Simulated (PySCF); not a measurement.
C₅H₉FO₂Si (SMILES F/C1=C/OC[SiH2]OCC1)

Input

```
{"job": {"kind": "nmr", "xc": "PBE0", "basis": "pcSseg-1"}, "charge": 0, "multiplicity": 1}
F     -2.552562     0.847739     0.858701
C     -1.357933     0.758623     0.181459
C     -0.510752     1.752285     0.447919
O      0.736373     2.020513     0.033804
C      1.520593     1.005126    -0.585254
Si     1.704162    -0.571018     0.509135
O      0.607106    -1.707042     0.173024
C     -0.786675    -1.696817     0.088439
C     -1.322538    -0.471166    -0.667258
H     -0.861535     2.537558     1.108080
H      2.491484     1.483930    -0.721779
H      1.136464     0.786207    -1.586382
H      2.903281    -1.303491     0.136204
H      1.648664    -0.095618     1.892618
H     -1.072521    -2.610827    -0.442700
H     -1.217664    -1.726255     1.095809
H     -0.723960    -0.323274    -1.563829
H     -2.350744    -0.680155    -0.969646
```

Run with:

```sh
OMP_NUM_THREADS=1 python probes_run.py task.json out
```

Geometry: GFN2-xTB.

All numbers below come from PBE0/pcSseg-1, SCF density, gas phase, non-relativistic (PySCF 2.14.0).

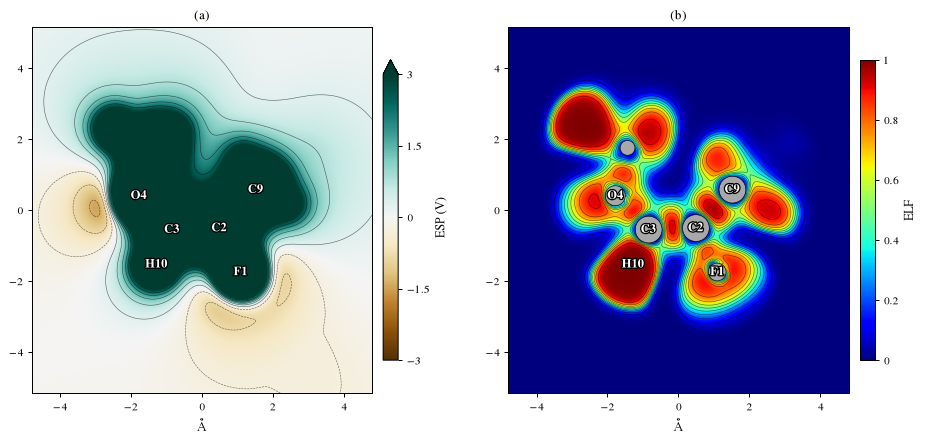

Figure 1. (a) electrostatic potential; (b) ELF on the plane of atoms O4, C3 and H10. Grey discs cover the atomic cores in the ELF map.

Q: Read the bonding off the picture.

A:
- Atoms in the plane: F, C, O and H.
- C–C (1.33 Å): the ELF peaks at about 0.90 between the atoms (a short, multiple covalent bond).
- C–O (1.34 Å): the ELF peaks at about 0.90 between the atoms, as expected for a polar covalent bond.
- C–F (1.38 Å): the ELF peaks at about 0.85 between the atoms (a shared but strongly polarised pair).
- C–H (1.08 Å): the ELF climbs to about 1 towards the hydrogen, as it does in any bond to H (an ordinary covalent bond to hydrogen).
- The ELF also peaks beside F1 and O4, away from the bonds: lone-pair regions.
- Outside the dense part of the molecule the potential is most negative (−1.5 V) near O4.

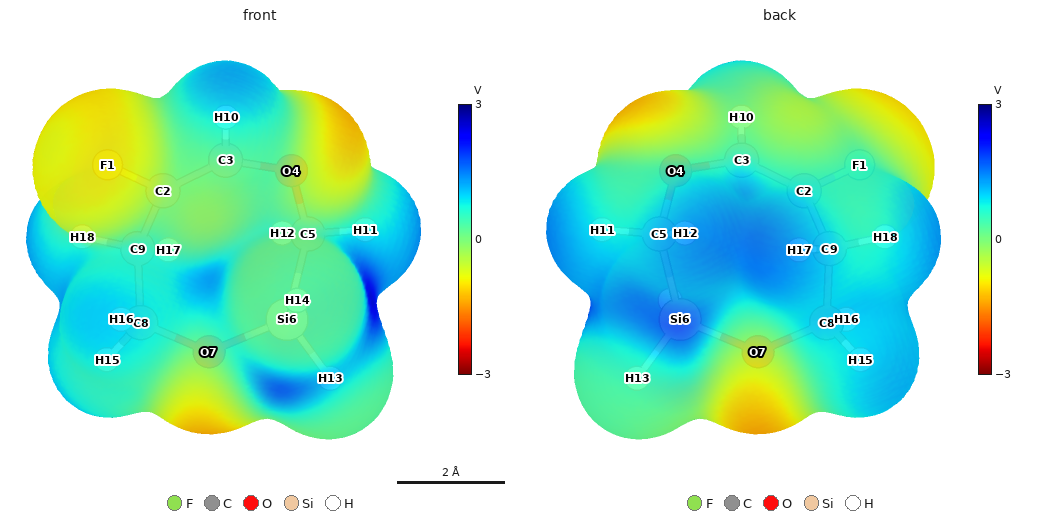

Figure 2. The electrostatic potential painted on the density surface at 0.004 e/bohr³, seen from the front and from behind; red is negative and blue positive.

Q: Which sites attract a positive test charge, and which a negative one?

A: A positive charge is drawn to the negative regions and a negative charge to the positive ones. The most negative region (about −1.3 V, or −30 kcal/mol for a unit charge) lies over O4 and O7, the most positive (about +2.3 V, or +53 kcal/mol for a unit charge) over Si6.
